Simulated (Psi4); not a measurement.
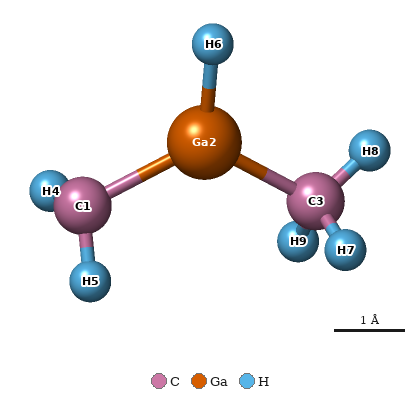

**Figure 1.** The input geometry (ball-and-stick view, seen at a tilt; atoms are numbered from 1 in the order of the input). Sticks mark near contacts. Bond lengths as drawn: C–Ga 1.97 Å, C–H 1.09 to 1.10 Å and Ga–H 1.58 Å.

## Single-point calculation of C$_{2}$H$_{6}$Ga

System: C$_{2}$H$_{6}$Ga, multiplicity 2.
Method: M06-2X/def2-SVP, UKS (Psi4 1.11).

### Input file (c2h6ga.in)
```
memory 1600 mb

molecule {
  0 2
  C     -1.063400     1.142800    -0.711800
  Ga     0.649000     0.266100    -0.281300
  C      0.681500    -1.321500     0.886900
  H     -1.533700     0.614200    -1.548200
  H     -1.759700     1.095200     0.128600
  H      1.997300     0.836500    -0.872600
  H      0.687700    -0.994000     1.932300
  H      1.569300    -1.935900     0.730500
  H     -0.209600    -1.938300     0.750100
  symmetry c1
}

set reference uks

result, w = energy('m06-2x/def2-SVP', return_wfn=True)
print_variables()
```

Hardware: 1 thread of Intel Xeon (Sapphire Rapids), 32 GiB of memory available, shared host.

Launched with:
```bash
psi4 -i c2h6ga.in -o c2h6ga.out -n 1
```

### What the program printed
```
Psi4 1.11 release

   => Loading Basis Set <=

    Name: DEF2-SVP
    Role: ORBITAL
    Keyword: BASIS

         ---------------------------------------------------------
                                   SCF
                              UKS Reference
                        1 Threads,   1525 MiB Core
         ---------------------------------------------------------

  ==> Geometry <==

    Molecular point group: c1
    Full point group: C1

    Geometry (in Angstrom), charge = 0, multiplicity = 2:

       Center              X                  Y                   Z               Mass
    ------------   -----------------  -----------------  -----------------  -----------------
         C           -1.476717500875     1.002799295573    -0.548541615663    12.000000000000
         GA           0.235682499125     0.126099295573    -0.118041615663    68.925573500000
         C            0.268182499125    -1.461500704427     1.050158384337    12.000000000000
         H           -1.947017500875     0.474199295573    -1.384941615663     1.007825032230
         H           -2.173017500875     0.955199295573     0.291858384337     1.007825032230
         H            1.583982499125     0.696499295573    -0.709341615663     1.007825032230
         H            0.274382499125    -1.134000704427     2.095558384337     1.007825032230
         H            1.155982499125    -2.075900704427     0.893758384337     1.007825032230
         H           -0.622917500875    -2.078300704427     0.913358384337     1.007825032230

  Running in c1 symmetry.

  Rotational constants: A =      0.54360  B =      0.18219  C =      0.14326 [cm^-1]
  Rotational constants: A =  16296.62667  B =   5461.83019  C =   4294.76510 [MHz]
  Nuclear repulsion =  171.251172805443474

  Charge       = 0
  Multiplicity = 2
  Electrons    = 49
  Nalpha       = 25
  Nbeta        = 24

  ==> Algorithm <==

  SCF Algorithm Type is DF.
  DIIS enabled.
  MOM disabled.
  Fractional occupation disabled.
  Guess Type is SAD.
  Energy threshold   = 1.00e-06
  Density threshold  = 1.00e-06
  Integral threshold = 1.00e-12

  ==> Primary Basis <==

  Basis Set: DEF2-SVP
    Blend: DEF2-SVP
    Number of shells: 42
    Number of basis functions: 90
    Number of Cartesian functions: 95
    Spherical Harmonics?: true
    Max angular momentum: 2

  ==> DFT Potential <==

   => LibXC <=

    Version 7.1.2

   => Composite Functional: M06-2X <=

    Deriv               =              1
    GGA                 =           TRUE
    Meta                =           TRUE

    Exchange Hybrid     =           TRUE
    MP2 Hybrid          =          FALSE

   => Exchange Functionals <=

    1.0000   XC_HYB_MGGA_X_M06_2X

   => Exact (HF) Exchange <=

    0.5400               HF

   => Correlation Functionals <=

    1.0000   XC_MGGA_C_M06_2X

   => LibXC Density Thresholds  <==

    XC_MGGA_C_M06_2X:  1.00E-12
    XC_HYB_MGGA_X_M06_2X:  1.00E-15

   => Molecular Quadrature <=

    Radial Scheme          =       TREUTLER
    Pruning Scheme         =           NONE
    Nuclear Scheme         =       TREUTLER

    Blocking Scheme        =         OCTREE
    BS radius alpha        =              1
    Pruning alpha          =              1
    Radial Points          =             75
    Spherical Points       =            302
    Total Points           =         195389
    Total Blocks           =           1487
    Max Points             =            256
    Max Functions          =             89
    Weights Tolerance      =       1.00E-15

   => Loading Basis Set <=

    Name: (DEF2-SVP AUX)
    Role: JKFIT
    Keyword: DF_BASIS_SCF

  ==> Integral Setup <==

  DFHelper Memory: AOs need 0.036 GiB; user supplied 0.172 GiB.
  SCF_SUBTYPE=INCORE selected. In-core MEM_DF algorithm will be used.
  Using in-core AOs.

  ==> MemDFJK: Density-Fitted J/K Matrices <==

    J tasked:                   Yes
    K tasked:                   Yes
    wK tasked:                   No
    Memory [MiB]:               175
    Algorithm:                 Core
    Schwarz Cutoff:           1E-12
    Mask sparsity (%):       0.5185
    Fitting Condition:        1E-10

   => Auxiliary Basis Set <=

  Basis Set: (DEF2-SVP AUX)
    Blend: DEF2-UNIVERSAL-JKFIT
    Number of shells: 146
    Number of basis functions: 524
    Number of Cartesian functions: 669
    Spherical Harmonics?: true
    Max angular momentum: 5

  Cached 100.0% of DFT collocation blocks in 0.946 [GiB].

  Minimum eigenvalue in the overlap matrix is 1.4052078055E-02.
  Reciprocal condition number of the overlap matrix is 2.6264445245E-03.
    Using symmetric orthogonalization.

  ==> Pre-Iterations <==

  SCF Guess: Superposition of Atomic Densities via on-the-fly atomic UHF (no occupation information).

   -------------------------
    Irrep   Nso     Nmo
   -------------------------
     A         90      90
   -------------------------
    Total      90      90
   -------------------------

  ==> Iterations <==

                           Total Energy        Delta E     RMS |[F,P]|

   @DF-UKS iter SAD: -2000.06589140091273   -2.00007e+03   0.00000e+00
   @DF-UKS iter   1: -2002.53304381800149   -2.46715e+00   2.71436e-02 DIIS/ADIIS
   @DF-UKS iter   2: -1982.56678648247657    1.99663e+01   1.02805e-01 ADIIS
   @DF-UKS iter   3: -2003.44801985684762   -2.08812e+01   2.26912e-02 DIIS/ADIIS
   @DF-UKS iter   4: -2004.22327101167161   -7.75251e-01   7.90405e-04 DIIS/ADIIS
   @DF-UKS iter   5: -2004.22711653439046   -3.84552e-03   2.65425e-04 DIIS/ADIIS
   @DF-UKS iter   6: -2004.22758977455260   -4.73240e-04   1.06534e-04 DIIS/ADIIS
   @DF-UKS iter   7: -2004.22767200115345   -8.22266e-05   4.74530e-05 DIIS
   @DF-UKS iter   8: -2004.22769746865879   -2.54675e-05   1.45678e-05 DIIS
   @DF-UKS iter   9: -2004.22770285639331   -5.38773e-06   7.93353e-06 DIIS
   @DF-UKS iter  10: -2004.22770376616381   -9.09771e-07   3.41343e-06 DIIS
   @DF-UKS iter  11: -2004.22770406597988   -2.99816e-07   1.19033e-06 DIIS
   @DF-UKS iter  12: -2004.22770410646194   -4.04821e-08   4.61852e-07 DIIS
  Energy and wave function converged.

  ==> Post-Iterations <==

   Electrons on quadrature grid:
      Nalpha   =   24.9999918966 ; deviation = -8.103e-06
      Nbeta    =   23.9999932193 ; deviation = -6.781e-06
      Ntotal   =   48.9999851159 ; deviation = -1.488e-05

   @Spin Contamination Metric:   4.872589896E-03
   @S^2 Expected:                7.500000000E-01
   @S^2 Observed:                7.548725899E-01
   @S   Expected:                5.000000000E-01
   @S   Observed:                5.000000000E-01

    Orbital Energies [Eh]
    ---------------------

    Alpha Occupied:

       1A   -374.683711     2A    -46.594585     3A    -41.365084
       4A    -41.361343     5A    -41.361025     6A    -10.553583
       7A    -10.530922     8A     -5.744420     9A     -4.024802
      10A     -4.014440    11A     -4.013135    12A     -0.988843
      13A     -0.984207    14A     -0.983523    15A     -0.978905
      16A     -0.977921    17A     -0.762117    18A     -0.738962
      19A     -0.474103    20A     -0.466829    21A     -0.459531
      22A     -0.454798    23A     -0.358277    24A     -0.336794
      25A     -0.290809

    Alpha Virtual:

      26A     -0.015026    27A      0.062088    28A      0.100215
      29A      0.145904    30A      0.165380    31A      0.167642
      32A      0.178493    33A      0.181679    34A      0.187802
      35A      0.223300    36A      0.338308    37A      0.350549
      38A      0.383089    39A      0.398232    40A      0.408984
      41A      0.458745    42A      0.505729    43A      0.542262
      44A      0.570605    45A      0.579968    46A      0.620861
      47A      0.630275    48A      0.674347    49A      0.706740
      50A      0.729973    51A      0.736552    52A      0.740124
      53A      0.744987    54A      0.806410    55A      0.830730
      56A      0.917975    57A      0.928949    58A      1.282657
      59A      1.314923    60A      1.349408    61A      1.446641
      62A      1.589643    63A      1.617052    64A      1.638867
      65A      1.670663    66A      1.699127    67A      1.779616
      68A      1.803251    69A      1.834064    70A      1.873944
      71A      1.892008    72A      1.949868    73A      1.976398
      74A      2.007644    75A      2.121473    76A      2.161395
      77A      2.188584    78A      2.214481    79A      2.238915
      80A      2.337862    81A      2.392804    82A      2.412555
      83A      2.452977    84A      2.464476    85A      2.533474
      86A      2.718663    87A      2.767896    88A      2.929509
      89A      2.944131    90A      2.946283

    Beta Occupied:

       1A   -374.683716     2A    -46.594324     3A    -41.364982
       4A    -41.361041     5A    -41.360709     6A    -10.545133
       7A    -10.530376     8A     -5.744171     9A     -4.024639
      10A     -4.013844    11A     -4.012836    12A     -0.988515
      13A     -0.983798    14A     -0.983374    15A     -0.977585
      16A     -0.976702    17A     -0.758619    18A     -0.701135
      19A     -0.469358    20A     -0.459324    21A     -0.456800
      22A     -0.448767    23A     -0.334898    24A     -0.326464

    Beta Virtual:

      25A     -0.043842    26A     -0.005578    27A      0.059909
      28A      0.101249    29A      0.146551    30A      0.167188
      31A      0.169977    32A      0.182691    33A      0.185265
      34A      0.191116    35A      0.227477    36A      0.337798
      37A      0.351173    38A      0.383339    39A      0.399781
      40A      0.409075    41A      0.458051    42A      0.507110
      43A      0.539314    44A      0.573714    45A      0.581062
      46A      0.624416    47A      0.649554    48A      0.678417
      49A      0.721644    50A      0.732207    51A      0.740377
      52A      0.745088    53A      0.756288    54A      0.819919
      55A      0.841323    56A      0.918013    57A      0.931533
      58A      1.290749    59A      1.318343    60A      1.367207
      61A      1.464485    62A      1.589904    63A      1.618791
      64A      1.667823    65A      1.678365    66A      1.703738
      67A      1.781613    68A      1.803799    69A      1.836408
      70A      1.875828    71A      1.934593    72A      1.970281
      73A      1.982791    74A      2.011471    75A      2.150467
      76A      2.166404    77A      2.215884    78A      2.216716
      79A      2.268687    80A      2.346349    81A      2.418554
      82A      2.424068    83A      2.457208    84A      2.466466
      85A      2.536400    86A      2.720135    87A      2.806034
      88A      2.945352    89A      2.946907    90A      2.960084

    Final Occupation by Irrep:
              A
    DOCC [    24 ]
    SOCC [     1 ]
    NA   [    25 ]
    NB   [    24 ]

  @DF-UKS Final Energy: -2004.22770410646194

   => Energetics <=

    Nuclear Repulsion Energy =            171.2511728054434741
    One-Electron Energy =               -3131.3063364124059262
    Two-Electron Energy =                 997.5111059383963266
    DFT Exchange-Correlation Energy =     -41.6836464378955895
    Empirical Dispersion Energy =           0.0000000000000000
    VV10 Nonlocal Energy =                  0.0000000000000000
    Total Energy =                      -2004.2277041064619425

  UHF NO Occupations:
  HONO-2 :   23  A 1.9993411
  HONO-1 :   24  A 1.9988884
  HONO-0 :   25  A 1.0000000
  LUNO+0 :   26  A 0.0011116
  LUNO+1 :   27  A 0.0006589
  LUNO+2 :   28  A 0.0004864
  LUNO+3 :   29  A 0.0001701

Computation Completed

Properties will be evaluated at   0.000000,   0.000000,   0.000000 [a0]

Properties computed using the SCF density matrix

 Multipole Moments:

 ------------------------------------------------------------------------------------
     Multipole            Electronic (a.u.)      Nuclear  (a.u.)        Total (a.u.)
 ------------------------------------------------------------------------------------

 L = 1.  Multiply by 2.5417464519 to convert [e a0] to [Debye]
 Dipole X            :          2.9418763           -3.1627544           -0.2208781
 Dipole Y            :          3.3984459           -3.7897220           -0.3912761
 Dipole Z            :         -2.5369771            2.7413517            0.2043746
 Magnitude           :                                                    0.4936123

 ------------------------------------------------------------------------------------

	total time  =         15 seconds =       0.25 minutes

  Variable Map:
  ----------------------------------------------------------------------------
  "CURRENT ENERGY"              =>   -2004.227704106462
  "CURRENT REFERENCE ENERGY"    =>   -2004.227704106462
  "DD SOLVATION ENERGY"         =>       0.000000000000
  "DFT FUNCTIONAL TOTAL ENERGY" =>   -2004.227704106462
  "DFT TOTAL ENERGY"            =>   -2004.227704106462
  "DFT VV10 ENERGY"             =>       0.000000000000
  "DFT XC ENERGY"               =>     -41.683646437896
  "GRID ELECTRONS ALPHA"        =>      24.999991896588
  "GRID ELECTRONS BETA"         =>      23.999993219269
  "GRID ELECTRONS TOTAL"        =>      48.999985115856
  "NUCLEAR REPULSION ENERGY"    =>     171.251172805443
  "ONE-ELECTRON ENERGY"         =>   -3131.306336412406
  "PCM POLARIZATION ENERGY"     =>       0.000000000000
  "PE ENERGY"                   =>       0.000000000000
  "SCF ITERATION ENERGY"        =>   -2004.227704106462
  "SCF ITERATIONS"              =>      12.000000000000
  "SCF TOTAL ENERGY"            =>   -2004.227704106462
  "TWO-ELECTRON ENERGY"         =>     997.511105938396
  "XC GRID RADIAL POINTS"       =>      75.000000000000
  "XC GRID SPHERICAL POINTS"    =>     302.000000000000
  "XC GRID TOTAL POINTS"        =>  195389.000000000000

  Array Variable Map:
  ----------------------------------------------------------------------------
  "CURRENT DIPOLE"              =>      -0.220878081745 ... 0.204374601436 1 by 3
  "SCF DIPOLE"                  =>      -0.220878081745 ... 0.204374601436 1 by 3
  "SCF TOTAL ENERGIES"          =>   -2000.065891400913 ... -2004.227704106462 1 by 13

    Psi4 run time: 0:00:15.20
```

### Results in brief

| quantity | value |
| --- | --- |
| outcome | converged |
| total energy | −2004.227704 hartree |
| basis functions | 90 |
| ⟨S²⟩ | 0.755 |
| dipole moment | 1.25 D |
| wall time | 17 s |
| peak memory | 1.2 GiB |
